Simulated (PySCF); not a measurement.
# TlB (triplet): what the fields show

```xyz
2

Tl    0.0000    0.0000   -0.1270
B     0.0000    0.0000    2.3640
```

Core potentials replace the inner electrons of Tl.

Method: PBE0/cc-pVDZ(-PP), non-relativistic Hamiltonian with scalar-relativistic core potentials where named, at a bond length of 2.491 Å (PySCF).

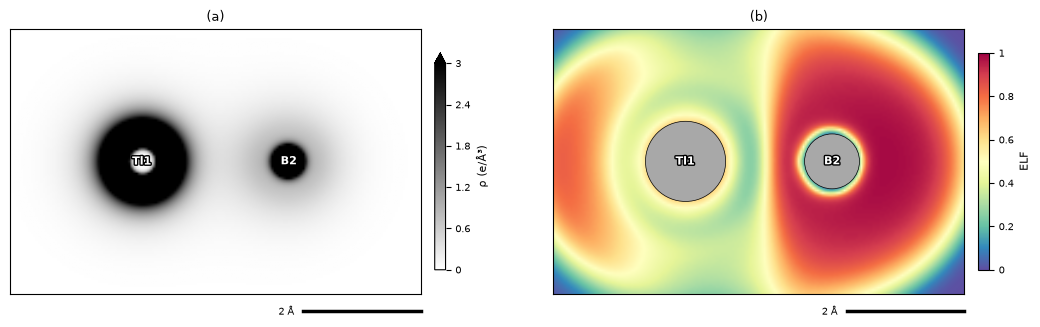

Figure 1. (a) electron density; (b) electron localisation function on a plane that holds the molecular axis. Grey discs cover the atomic cores in the ELF map.

Read the bonding off the picture.

Answer.
- Atoms in the plane: Tl and B.
- Tl–B (2.49 Å): the density is about 0.41 e/Å³ at the midpoint; the ELF peaks at about 0.90 in the valence shell of B, 0.7 Å from its nucleus, and drops to about 0.25 between the two atoms.
- The ELF also peaks beside B2, away from the bonds: non-bonding electrons, paired or unpaired.

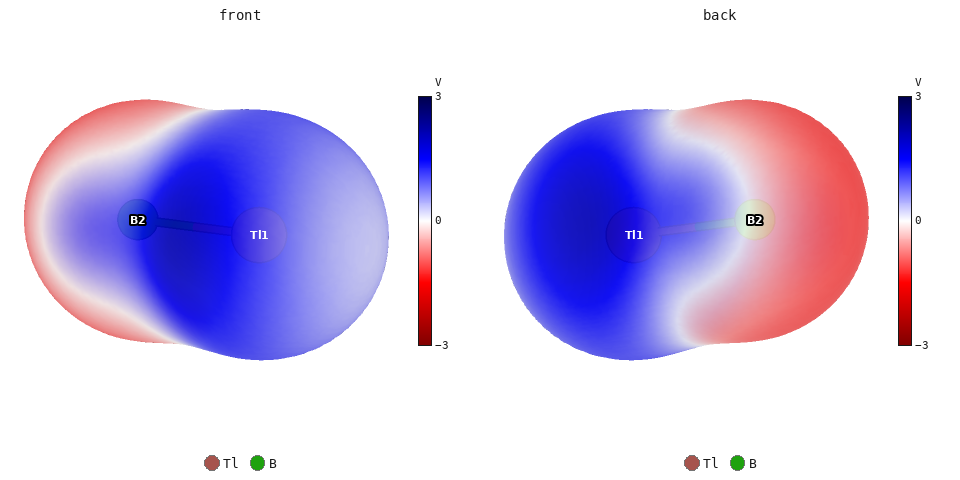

Figure 2. The electrostatic potential painted on the density surface at 0.002 e/bohr³, seen from the front and from behind; red is negative and blue positive.

Which sites attract a positive test charge, and which a negative one?

Answer. A positive charge is drawn to the negative regions and a negative charge to the positive ones. The most negative region (about −1.1 V) lies over B2, the most positive (about +2.0 V) over Tl1.
